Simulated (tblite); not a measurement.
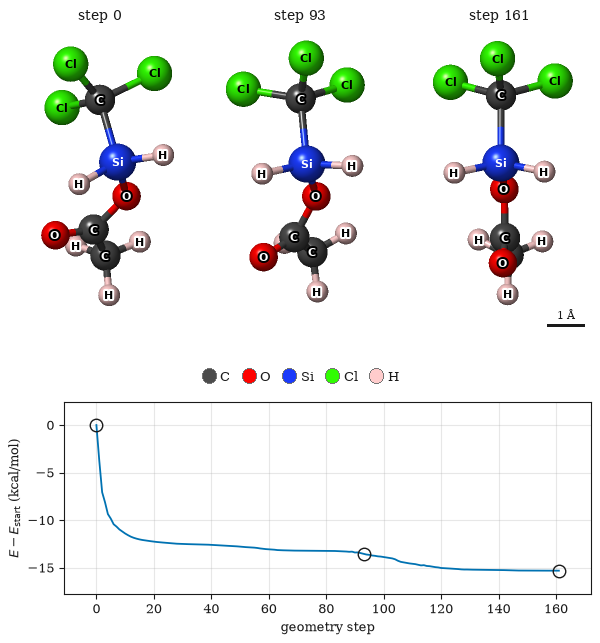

Frames of a relaxation of C3H5Cl3O2Si, marked on the history of the run. A ball-and-stick model, seen from a free direction.

These are results of tblite, GFN2-xTB geometry optimisation, gas phase, not measurements. 

Question: Describe the path.

Answer: An O atom moves most after the best rigid fit: 1.59 Å. Largest moves by element: O 1.59 Å, Cl 0.83 Å, H 0.83 Å, Si 0.49 Å, C 0.43 Å. Among the contacts that change: O–Si 1.750 → 1.641 Å, C–O 1.249 → 1.198 Å, C–Si 1.886 → 1.930 Å, C–H 1.127 → 1.088 Å. Among the angles between lasting bonds that change: C–C–O 118.1° → 112.4°, Si–C–Cl 105.7° → 110.8°, Cl–C–Cl 113.5° → 108.6°. Groups turn about O–Si by about 80°, C–C by about 65°. Over 161 geometry steps the energy falls by 15.3 kcal/mol. From step 0 to 93: a Cl atom moves most (0.99 Å), energy −13.5 kcal/mol. From step 93 to 161: an O atom moves most (1.15 Å), energy −1.77 kcal/mol.

```
step  E − E(0), kcal/mol
   0                0.00
   1               -3.74
   2               -7.07
   3               -8.12
   4               -9.36
   5               -9.83
   6              -10.43
   7              -10.67
   8              -10.97
   9              -11.18
  10              -11.40
  18              -12.17
  26              -12.42
  34              -12.53
  42              -12.62
  50              -12.78
  58              -13.01
  66              -13.18
  74              -13.21
  82              -13.23
  89              -13.31
  97              -13.75
 105              -14.27
 113              -14.75
 121              -15.04
 129              -15.19
 137              -15.22
 145              -15.28
 153              -15.30
 161              -15.31
```
